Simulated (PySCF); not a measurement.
**CuNH3F (SMILES [NH3]->[Cu][F]): r2SCAN/ma-def2-TZVP**

What is the vertical ionisation energy of CuNH3F at r2SCAN/ma-def2-TZVP? 

Program for the calculation: PySCF 2.14.0.

## Step 1: The system as given

The species is CuNH3F (6 atoms), meant as a singlet with charge 0. As SMILES, `[NH3]->[Cu][F]`. The shape comes from GFN2-xTB, which is rough for such elements, and wasn't checked as a minimum.

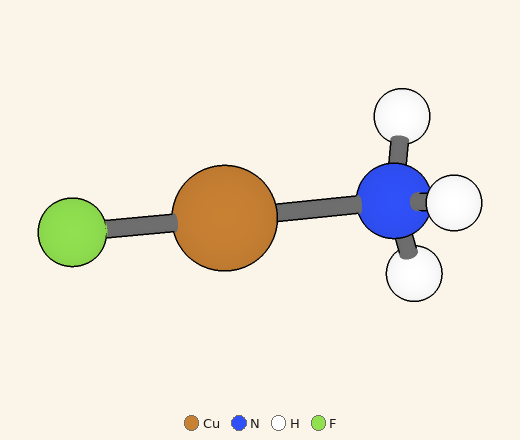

Viewed from a chosen angle; copper orange, nitrogen blue, hydrogen white, fluorine green.

## Step 2: A single-point energy at r2SCAN/ma-def2-TZVP

File job.py:

```python
from pyscf import gto, dft

mol = gto.M(
    atom=[
    ('Cu', (-0.013280, 0.006460, -1.144820)),
    ('N', (0.001200, -0.001310, 0.749820)),
    ('H', (-0.406220, 0.864570, 1.090040)),
    ('H', (0.964500, -0.078860, 1.063600)),
    ('H', (-0.539400, -0.794880, 1.082210)),
    ('F', (-0.006800, 0.004020, -2.840840)),
],
    basis='ma-def2-tzvp',
    max_memory=1860,
    verbose=3,
)

mf = dft.RKS(mol, xc='r2scan')
mf.conv_tol = 1e-10
mf.grids.level = 4
mf.kernel()
if not mf.converged:
    mf = mf.newton().run(mf.mo_coeff, mf.mo_occ)

energy = mf.e_tot
print('Final energy', energy)
```

The run is started by

```console
OMP_NUM_THREADS=1 python job.py
```

Log:

```text
converged SCF energy = -1796.97286409026
Final energy -1796.9728640902604
```

It took 65 s on 1 thread of Arm Neoverse V1, shared host; peak memory 0.88 GiB.

## Step 3: The doublet cation at the same level

File job.py:

```python
from pyscf import gto, dft

molecule = gto.M(
    atom='''
Cu  -0.013280   0.006460  -1.144820
N    0.001200  -0.001310   0.749820
H   -0.406220   0.864570   1.090040
H    0.964500  -0.078860   1.063600
H   -0.539400  -0.794880   1.082210
F   -0.006800   0.004020  -2.840840
''',
    basis='ma-def2-tzvp',
    charge=1,
    verbose=3,
    spin=1,
    max_memory=1860,
)

myscf = dft.UKS(molecule)
myscf.xc = 'r2scan'
myscf.grids.level = 4
myscf.conv_tol = 1e-10
myscf.kernel()
if not myscf.converged:
    myscf = myscf.newton().run(myscf.mo_coeff, myscf.mo_occ)

e_final = myscf.e_tot
print('E = %.10f Eh' % e_final)
```

The run is started by

```console
OMP_NUM_THREADS=1 python job.py
```

Log:

```text
WARN: HOMO -0.0235531953341154 >= LUMO -0.0235531953341167

WARN: HOMO -0.273366355073144 >= LUMO -0.272437122107769

converged SCF energy = -1796.64698625994  <S^2> = 0.75154536  2S+1 = 2.0015448
E = -1796.6469862599 Eh
```

Run time: 2.7 min. Hardware: 1 thread of Arm Neoverse V1, shared host; peak memory 0.91 GiB.

## Step 4: Outcome

Level: r2SCAN/ma-def2-TZVP.

| quantity | value |
| --- | --- |
| singlet CuNH3F: total energy | -1796.97286 Eh |
| singlet CuNH3F: dipole moment | 7.99 D |
| singlet CuNH3F: HOMO energy | -5.12 eV |
| singlet CuNH3F: LUMO energy | -1.22 eV |
| singlet CuNH3F: HOMO–LUMO gap | 3.89 eV |
| doublet cation: total energy | -1796.64699 Eh |
| doublet cation: HOMO energy (highest over α and β) | -13.75 eV |
| doublet cation: LUMO energy (lowest over α and β) | -12.85 eV |
| doublet cation: ⟨S²⟩ | 0.752 |
| vertical ionisation energy (to the doublet cation) | 8.868 eV |

In words: The vertical ionisation energy comes to 8.87 eV (204 kcal/mol). The negative HOMO energy of the first species, 5.12 eV, lies 3.75 eV below that difference. Mulliken charges (doublet cation) run from -0.40 on N2 to +0.51 on Cu1.
